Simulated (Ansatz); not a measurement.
# NO radical: one molecule under many settings

How do the results and run time of NO radical respond when the settings are drawn wide?

Computed with Ansatz 0.2.0, Gaussian basis. Level: the settings change from run to run.

## Step 1: The molecule

The geometry comes from an earlier relaxation with PBE0-D4 in a triple-zeta def2 set; it is a stationary point.

SMILES `[N]=O`, 2 atoms, charge 0, spin multiplicity 2.

Atoms are counted from 1 here; the program's logs count them from 0.

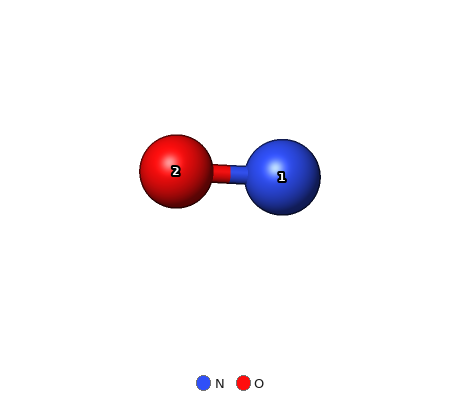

The geometry (nitrogen blue, oxygen red); atoms are numbered from 1 in the order of the file.

## Step 2: wB97M-V/cc-pVDZ

Set apart from the defaults: charge +1, multiplicity 1.

Input file in.yaml:

```yaml
crystal:
  periodic: [false, false, false]
  atoms:
    - {symbol: N, position_ang: [-0.483598, 0.177022, -0.243984]}
    - {symbol: O, position_ang: [0.483598, -0.177022, 0.243984]}
basis:
  gaussian: {orbitals: cc-pVDZ}
total_charge: 1
hamiltonian: {xc: {name: wB97M-V}}
output: {forces: true}
```

Started as:

```
$ ansatz run in.yaml --threads 2 --pin off --events-out ev --progress --plain --max-ram 32768MiB --backend cpu
```

What it wrote, shortened:

```text
Functional definition: wB97M-V
  name "wB97M-V"
  cite "Mardirossian & Head-Gordon, J. Chem. Phys. 144, 214110 (2016) doi:10.1063/1.4952647"
  cite "Becke, J. Chem. Phys. 107, 8554 (1997) doi:10.1063/1.475007"
  cite "Vydrov & Van Voorhis, J. Chem. Phys. 133, 244103 (2010) doi:10.1063/1.3521275"
  # Of w^i u^j: cxij and so on, Table III.
[...]
  gx(w, u) = 1 - cx + cx01*u + cx10*w
  gss(w, u) = css00 + css04*u^4 + css10*w + css20*w^2 + css43*w^4*u^3
  gos(w, u) = cos00 + cos10*w + (cos20 + cos21*u)*w^2 + (cos60 + cos61*u)*w^6
[...]
      + integral(e_c_pw_mod_opposite_spin*gos(b97_w_opposite, b97_u_opposite)) + vv10(b, c)
267 factors; integrals over basis functions are off by at most 1.1e-3 eV
55 factors; integrals over basis functions are off by at most 1.8e-5 eV
[...]
mean field -3524.30278705 eV, -129.5157385659 hartree, gradient 4.1e-5 eV, S^2 0.000000; 0 other end points of the search recorded, 0 dependent functions left out
[...]
reference -3524.30279706 eV, -129.5157389338 hartree; 7, 7 occupied and 21, 21 virtual orbitals, 267 factors
Total energy: -3524.30279706 eV, -129.5157389338 hartree
Atom 0 at    -0.483598     0.177022    -0.243984 Å, force     8.627382    -3.158070     4.352671 eV/Å
Atom 1 at     0.483598    -0.177022     0.243984 Å, force    -8.627382     3.158070    -4.352671 eV/Å
Dipole moment:    -0.115078     0.042125    -0.058059 e Å
```

Wall time 0.88 s (2 threads, shared host).

Largest force 10.166 eV/Å.

## Step 3: wB97/def2-mTZVP

Set apart from the defaults: a point charge of 1.00 e beside it.

Input file in.yaml:

```yaml
crystal:
  periodic: [false, false, false]
  atoms:
    - {symbol: N, position_ang: [-0.483598, 0.177022, -0.243984]}
    - {symbol: O, position_ang: [0.483598, -0.177022, 0.243984]}
basis:
  gaussian: {orbitals: def2-mTZVP, point_charges: [{charge: 1.00, position_ang: [3.851, 0.571, -0.017]}]}
magnetization: {spin_polarized: true, initial_magnetization: 1}
hamiltonian: {xc: {name: wB97}}
output: {forces: true}
```

Same command.

What it wrote, shortened:

```text
Functional definition: wB97
  name "wB97"
  cite "Chai & Head-Gordon, J. Chem. Phys. 128, 084106 (2008) doi:10.1063/1.2834918"
  cite "Becke, J. Chem. Phys. 107, 8554 (1997) doi:10.1063/1.475007"
[...]
  # The coefficients of nought are those of the uniform gas.
[...]
      + integral(e_c_pw_opposite_spin*poly(b97_u_opposite, 1, cos1, cos2, cos3, cos4))
290 factors; their error is unknown
121 factors; integrals over basis functions are off by at most 3.5e-5 eV
[...]
mean field -3535.43743754 eV, -129.9249294241 hartree, gradient 1.3e-7 eV, S^2 0.753073; 2 other end points of the search recorded, 0 dependent functions left out
[...]
reference -3535.43743433 eV, -129.9249293060 hartree; 8, 7 occupied and 35, 36 virtual orbitals, 290 factors
Total energy: -3535.43743433 eV, -129.9249293060 hartree
Atom 0 at    -0.483598     0.177022    -0.243984 Å, force    -1.351331     0.486182    -0.673385 eV/Å
Atom 1 at     0.483598    -0.177022     0.243984 Å, force     1.447352    -0.462418     0.663534 eV/Å
Dipole moment:    -0.099448    -0.008694    -0.005549 e Å
```

It took 4.5 s on 2 threads, shared host.

Largest force 1.658 eV/Å, dipole 0.48 D, ⟨S²⟩ 0.753.

## Step 4: revPBE/6-31++G**

Options: high accuracy, the search for lower states set to full.

Input file in.yaml:

```yaml
crystal:
  periodic: [false, false, false]
  atoms:
    - {symbol: N, position_ang: [-0.483598, 0.177022, -0.243984]}
    - {symbol: O, position_ang: [0.483598, -0.177022, 0.243984]}
basis:
  gaussian: {orbitals: "6-31++G**"}
magnetization: {spin_polarized: true, initial_magnetization: 1}
hamiltonian: {xc: {name: revPBE}}
accuracy: high
scf: {lower_state_search: full}
output: {forces: true}
```

Launched as before.

What it wrote, shortened:

```text
Functional definition: revPBE
  name "revPBE"
  cite "Zhang & Yang, Phys. Rev. Lett. 80, 890 (1998) doi:10.1103/PhysRevLett.80.890"
  cite "Perdew, Burke & Ernzerhof, Phys. Rev. Lett. 77, 3865 (1996) doi:10.1103/PhysRevLett.77.3865"
[...]
624 factors; integrals over basis functions are off by at most 3.0e-9 eV
[...]
mean field -3533.87973632 eV, -129.8676849601 hartree, gradient 1.7e-9 eV, S^2 0.751677; 7 other end points of the search recorded, 0 dependent functions left out
[...]
reference -3533.87974016 eV, -129.8676851012 hartree; 8, 7 occupied and 30, 31 virtual orbitals, 624 factors
Total energy: -3533.87974016 eV, -129.8676851012 hartree
Atom 0 at    -0.483598     0.177022    -0.243984 Å, force    -3.017485     1.104556    -1.522376 eV/Å
Atom 1 at     0.483598    -0.177022     0.243984 Å, force     3.017485    -1.104556     1.522376 eV/Å
Dipole moment:     0.044621    -0.016334     0.022512 e Å
```

Run time: 4 s. Hardware: 2 threads, shared host.

Largest force 3.556 eV/Å, dipole 0.25 D, ⟨S²⟩ 0.752.

## Step 5: wB97X/def2-SVP

Input file in.yaml:

```yaml
crystal:
  periodic: [false, false, false]
  atoms:
    - {symbol: N, position_ang: [-0.483598, 0.177022, -0.243984]}
    - {symbol: O, position_ang: [0.483598, -0.177022, 0.243984]}
basis:
  gaussian: {orbitals: def2-SVP}
magnetization: {spin_polarized: true, initial_magnetization: 1}
hamiltonian: {xc: {name: wB97X}}
```

Launched as before.

What it wrote, shortened:

```text
Functional definition: wB97X
  name "wB97X"
  cite "Chai & Head-Gordon, J. Chem. Phys. 128, 084106 (2008) doi:10.1063/1.2834918"
  cite "Becke, J. Chem. Phys. 107, 8554 (1997) doi:10.1063/1.475007"
[...]
  # The coefficients of nought are those of the uniform gas.
[...]
      + exact_x_lr(omega)
[...]
      + integral(e_c_pw_opposite_spin*poly(b97_u_opposite, 1, cos1, cos2, cos3, cos4))
270 factors; integrals over basis functions are off by at most 1.2e-3 eV
52 factors; integrals over basis functions are off by at most 1.5e-5 eV
[...]
mean field -3530.86935829 eV, -129.7570556081 hartree, gradient 3.9e-6 eV, S^2 0.752612; 0 other end points of the search recorded, 0 dependent functions left out
reference -3530.86935098 eV, -129.7570553392 hartree; 8, 7 occupied and 20, 21 virtual orbitals, 270 factors
Total energy: -3530.86935098 eV, -129.7570553392 hartree
```

It took 0.91 s on 2 threads, shared host.

⟨S²⟩ 0.753.

## Step 6: B97M-V/6-31G

This run has the search for lower states set to light.

Changes to in.yaml since step 5:

```diff
@@ -6,4 +6,6 @@
 basis:
-  gaussian: {orbitals: def2-SVP}
+  gaussian: {orbitals: 6-31G}
 magnetization: {spin_polarized: true, initial_magnetization: 1}
-hamiltonian: {xc: {name: wB97X}}
+hamiltonian: {xc: {name: B97M-V}}
+scf: {lower_state_search: light}
+output: {forces: true}
```

The command is unchanged.

What it wrote, shortened:

```text
Functional definition: B97M-V
  name "B97M-V"
  cite "Mardirossian & Head-Gordon, J. Chem. Phys. 142, 074111 (2015) doi:10.1063/1.4907719"
  cite "Becke, J. Chem. Phys. 107, 8554 (1997) doi:10.1063/1.475007"
  cite "Vydrov & Van Voorhis, J. Chem. Phys. 133, 244103 (2010) doi:10.1063/1.3521275"
  # Of w^i u^j: cxij and so on, Table III.
[...]
  gx(w, u) = cx00 + cx01*u + cx02*u^2 + (cx10 + cx11*u)*w
  gss(w, u) = css00 + css02*u^2 + css10*w + (css32*w^3 + css42*w^4)*u^2
  gos(w, u) = cos00 + cos01*u + cos03*u^3 + cos10*w + cos32*w^3*u^2
[...]
      + integral(e_c_pw_mod_opposite_spin*gos(b97_w_opposite, b97_u_opposite)) + vv10(b, c)
212 factors; integrals over basis functions are off by at most 8.3e-5 eV
[...]
mean field -3531.98462871 eV, -129.7980410399 hartree, gradient 9.5e-6 eV, S^2 0.752284; 3 other end points of the search recorded, 0 dependent functions left out
[...]
reference -3531.98464206 eV, -129.7980415304 hartree; 8, 7 occupied and 10, 11 virtual orbitals, 212 factors
Total energy: -3531.98464206 eV, -129.7980415304 hartree
Atom 0 at    -0.483598     0.177022    -0.243984 Å, force    -3.764117     1.377862    -1.899066 eV/Å
Atom 1 at     0.483598    -0.177022     0.243984 Å, force     3.764117    -1.377862     1.899066 eV/Å
Dipole moment:     0.003015    -0.001104     0.001521 e Å
```

Wall time 1.2 s (2 threads, shared host).

Largest force 4.435 eV/Å, dipole 0.02 D, ⟨S²⟩ 0.752.

## Step 7: r2SCAN50/def2-TZVPP

Options: charge -1, multiplicity 1, a grid of angular degree 23.

Input file in.yaml:

```yaml
crystal:
  periodic: [false, false, false]
  atoms:
    - {symbol: N, position_ang: [-0.483598, 0.177022, -0.243984]}
    - {symbol: O, position_ang: [0.483598, -0.177022, 0.243984]}
basis:
  gaussian: {orbitals: def2-TZVPP, final_grid: {core_spheres: 8, valence_spheres: 7, degree: 23}}
total_charge: -1
hamiltonian: {xc: {name: r2SCAN50}}
```

The command is unchanged.

What it wrote, shortened:

```text
Functional definition: r2SCAN50
  name "r2SCAN50"
  cite "Bursch, Neugebauer, Ehlert & Grimme, J. Chem. Phys. 156, 134105 (2022) doi:10.1063/5.0086040"
  cite "Furness, Kaplan, Ning, Perdew & Sun, J. Phys. Chem. Lett. 11, 8208 (2020) doi:10.1021/acs.jpclett.0c02405"
  cite "Furness, Kaplan, Ning, Perdew & Sun, J. Phys. Chem. Lett. 11, 9248 (2020) doi:10.1021/acs.jpclett.0c03077"
  parent r2scan
[...]
346 factors; their error is unknown
[...]
mean field -3530.91402366 eV, -129.7586970300 hartree, gradient 1.2e-5 eV, S^2 0.000000; 0 other end points of the search recorded, 0 dependent functions left out
reference -3530.91402584 eV, -129.7586971103 hartree; 8, 8 occupied and 54, 54 virtual orbitals, 346 factors
Total energy: -3530.91402584 eV, -129.7586971103 hartree
```

Run time: 0.57 s. Hardware: 2 threads, shared host.

## Step 8: PBEsol/6-31G*

Set apart from the defaults: relativity set to none.

Input file in.yaml:

```yaml
crystal:
  periodic: [false, false, false]
  atoms:
    - {symbol: N, position_ang: [-0.483598, 0.177022, -0.243984]}
    - {symbol: O, position_ang: [0.483598, -0.177022, 0.243984]}
basis:
  gaussian: {orbitals: "6-31G*"}
magnetization: {spin_polarized: true, initial_magnetization: 1}
hamiltonian: {xc: {name: PBEsol}, pseudopotentials: {relativity: none}}
output: {forces: true}
```

The command is unchanged.

What it wrote, shortened:

```text
Functional definition: PBEsol
  name "PBEsol"
  cite "Perdew et al., Phys. Rev. Lett. 100, 136406 (2008) doi:10.1103/PhysRevLett.100.136406"
  cite "Perdew, Burke & Ernzerhof, Phys. Rev. Lett. 77, 3865 (1996) doi:10.1103/PhysRevLett.77.3865"
  parent pbesol
[...]
311 factors; their error is unknown
[...]
mean field -3518.65266859 eV, -129.3081005423 hartree, gradient 1.0e-5 eV, S^2 0.751233; 1 other end points of the search recorded, 0 dependent functions left out
[...]
reference -3518.65267672 eV, -129.3081008409 hartree; 8, 7 occupied and 22, 23 virtual orbitals, 311 factors
Total energy: -3518.65267672 eV, -129.3081008409 hartree
Atom 0 at    -0.483598     0.177022    -0.243984 Å, force    -2.661706     0.974323    -1.342879 eV/Å
Atom 1 at     0.483598    -0.177022     0.243984 Å, force     2.661706    -0.974323     1.342879 eV/Å
Dipole moment:     0.041985    -0.015369     0.021182 e Å
```

It took 0.61 s on 2 threads, shared host.

Largest force 3.136 eV/Å, dipole 0.24 D, ⟨S²⟩ 0.751.

## Step 9: B2GP-PLYP/cc-pCVTZ

Options: multiplicity 4, atoms shaken by 0.08 Å, high accuracy.

Input file in.yaml:

```yaml
crystal:
  periodic: [false, false, false]
  atoms:
    - {symbol: N, position_ang: [-0.504006, 0.223577, -0.284982]}
    - {symbol: O, position_ang: [0.592127, -0.254817, 0.377661]}
basis:
  gaussian: {orbitals: cc-pCVTZ}
magnetization: {spin_polarized: true, initial_magnetization: 3}
hamiltonian: {xc: {name: B2GP-PLYP}}
accuracy: high
output: {forces: true}
```

Same command.

What it wrote, shortened:

```text
Functional definition: B2GP-PLYP
  name "B2GP-PLYP"
  cite "Karton, Tarnopolsky, Lamère, Schatz & Martin, J. Phys. Chem. A 112, 12868 (2008) doi:10.1021/jp801805p"
  cite "Becke, Phys. Rev. A 38, 3098 (1988) doi:10.1103/PhysRevA.38.3098"
  cite "Lee, Yang & Parr, Phys. Rev. B 37, 785 (1988) doi:10.1103/PhysRevB.37.785"
[...]
1128 factors; integrals over basis functions are off by at most 3.0e-9 eV
[...]
mean field -3524.71449042 eV, -129.5308683856 hartree, gradient 5.8e-8 eV, S^2 3.769338; 0 other end points of the search recorded, 0 dependent functions left out
2 core orbitals not correlated: weight in the atoms' cores, before any rotation towards them, 1.000 or more for the frozen orbitals, at most 0.000 for the correlated occupied ones
reference -3524.71449974 eV, -129.5308687282 hartree; 7, 4 occupied and 77, 80 virtual orbitals, 1128 factors
second order -9.92735983 eV of doubles, -0.00000000 eV of singles
[...]
Total energy: -3528.28834928 eV, -129.6622052762 hartree
Atom 0 at    -0.504006     0.223577    -0.284982 Å, force    -1.233693     0.538430    -0.745802 eV/Å
Atom 1 at     0.592127    -0.254817     0.377661 Å, force     1.233693    -0.538430     0.745802 eV/Å
Dipole moment:     0.060370    -0.026348     0.036496 e Å
```

Wall time 6.5 s (2 threads, shared host).

Largest force 1.539 eV/Å, dipole 0.36 D, ⟨S²⟩ 3.769.

## Step 10: B3LYP/ANO-RCC-VTZP

This run has coordinates scaled by 0.92, D4 dispersion.

Input file in.yaml:

```yaml
crystal:
  periodic: [false, false, false]
  atoms:
    - {symbol: N, position_ang: [-0.444910, 0.162860, -0.224465]}
    - {symbol: O, position_ang: [0.444910, -0.162860, 0.224465]}
basis:
  gaussian: {orbitals: ANO-RCC-VTZP}
magnetization: {spin_polarized: true, initial_magnetization: 1}
hamiltonian: {xc: {name: B3LYP}, dispersion: d4}
output: {forces: true}
```

Launched as before.

What it wrote, shortened:

```text
Functional definition: B3LYP
  name "B3LYP"
  cite "Stephens, Devlin, Chabalowski & Frisch, J. Phys. Chem. 98, 11623 (1994) doi:10.1021/j100096a001"
  cite "Becke, Phys. Rev. A 38, 3098 (1988) doi:10.1103/PhysRevA.38.3098"
  cite "Lee, Yang & Parr, Phys. Rev. B 37, 785 (1988) doi:10.1103/PhysRevB.37.785"
  cite "Vosko, Wilk & Nusair, Can. J. Phys. 58, 1200 (1980) doi:10.1139/p80-159"
[...]
441 factors; their error is unknown
[...]
mean field -3537.75462078 eV, -130.0100843375 hartree, gradient 1.9e-5 eV, S^2 0.752705; 0 other end points of the search recorded, 0 dependent functions left out
[...]
reference -3537.75482081 eV, -130.0100916883 hartree; 8, 7 occupied and 52, 53 virtual orbitals, 441 factors
Total energy: -3537.76887281 eV, -130.0106080900 hartree
Relativity: scalar
Atom 0 at    -0.444910     0.162860    -0.224465 Å, force   -12.732881     4.660891    -6.423965 eV/Å
Atom 1 at     0.444910    -0.162860     0.224465 Å, force    12.732881    -4.660891     6.423965 eV/Å
Dipole moment:     0.061902    -0.022659     0.031231 e Å
```

Run time: 1.3 s. Hardware: 2 threads, shared host.

Largest force 15.004 eV/Å, dipole 0.35 D, ⟨S²⟩ 0.753.

## Step 11: The runs in one table

```csv
level,charge,multiplicity,geometry,functions,energy (eV),time
wB97M-V/cc-pVDZ,1,1,relaxed,28,-3524.303,0.88 s
wB97/def2-mTZVP,0,2,"relaxed, point charge",43,-3535.437,4.5 s
revPBE/6-31++G**,0,2,relaxed,38,-3533.880,4 s
wB97X/def2-SVP,0,2,relaxed,28,-3530.869,0.91 s
B97M-V/6-31G,0,2,relaxed,18,-3531.985,1.2 s
r2SCAN50/def2-TZVPP,-1,1,relaxed,62,-3530.914,0.57 s
PBEsol/6-31G*,0,2,relaxed,30,-3518.653,0.61 s
B2GP-PLYP/cc-pCVTZ,0,4,shaken,86,-3528.288,6.5 s
B3LYP/ANO-RCC-VTZP,0,2,scaled,60,-3537.769,1.3 s
```

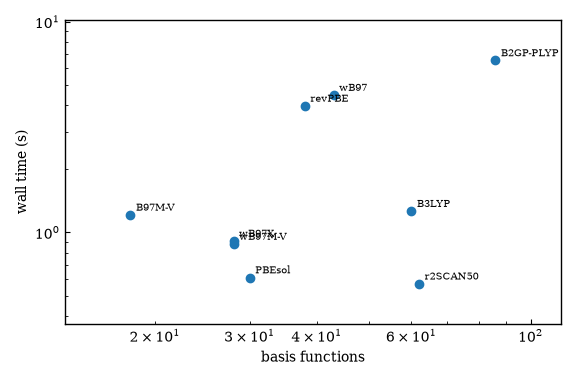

Wall time against the number of basis functions (shared host).

## Step 12: Summary of results

```
                                         quantity                        value
                                             runs                            9
                                         quickest  r2SCAN50/def2-TZVPP, 0.57 s
                                          slowest    B2GP-PLYP/cc-pCVTZ, 6.5 s
spread of total energies, same state and geometry                      15.2 eV
                  dipole, same state and geometry               0.02 to 0.25 D
```

In words: B2GP-PLYP/cc-pCVTZ took 11 times as long as r2SCAN50/def2-TZVPP. The jobs differ in tasks and options as well as level. The totals spread over 15 eV; they can't be compared across methods or bases. At the PBE0-D4/def2-TZVP geometry and in the same state, runs without warnings or point charges leave forces up to 4.44 eV/Å (B97M-V/6-31G), against 15.0 eV/Å where the atoms were moved.
